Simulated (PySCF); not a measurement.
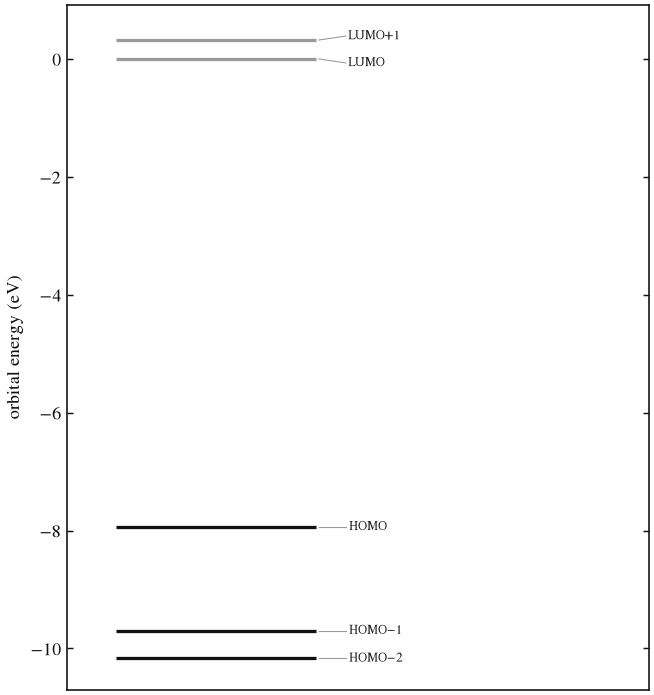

Kohn-Sham orbital energies near the frontier, BHandHLYP/def2-SVPD, PySCF, at a PBE0-D3(BJ)/def2-SVP geometry (no frequency check), isolated molecule; empty levels in grey, levels within 0.03 eV side by side.

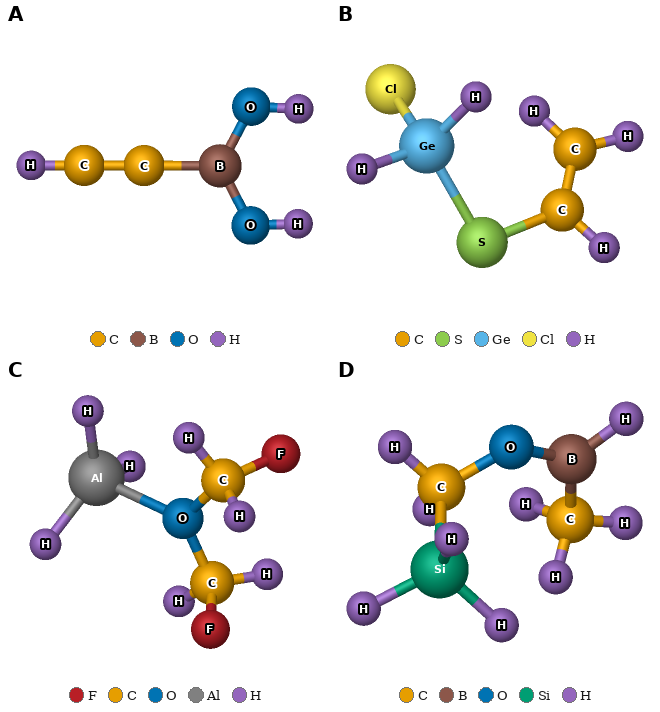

**Which molecule has this level scheme? Choose among the lettered structures.**

Structure B, C₂H₅ClGeS, SMILES C=C[S][GeH2][Cl], singlet. HOMO −7.94 eV, LUMO 0.00 eV, separation 7.94 eV.

Known limits of this run: one conformer of a flexible molecule; empty levels above zero depend strongly on the basis.
